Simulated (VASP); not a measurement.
Shape and ions are relaxed at each volume.

Energy against volume of Ru (hcp). Method: SCAN meta-GGA, VASP's PBE PAW potentials (set 64) (plane waves; VASP 6.6.1).

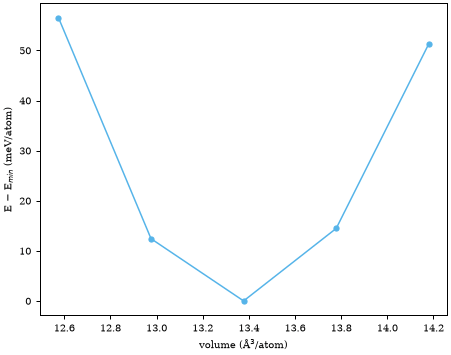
Figure: Energy against volume

Task: Estimate the equilibrium volume and the bulk modulus.

Result: The minimum lies near 13.4 Å³/atom, and the curvature gives B0 of about 360 GPa.

Measured: bulk modulus 318 GPa at 0 K (computed value off by +12.8 %), as given by Vázquez-Parga, Fernández-Martínez, Viñes, J. Chem. Theory Comput. (2023), doi:10.1021/acs.jctc.3c00612, Supporting … [zero-point energy and finite temperature contributions removed].

The compound is Ru in the hcp structure. It was relaxed first.
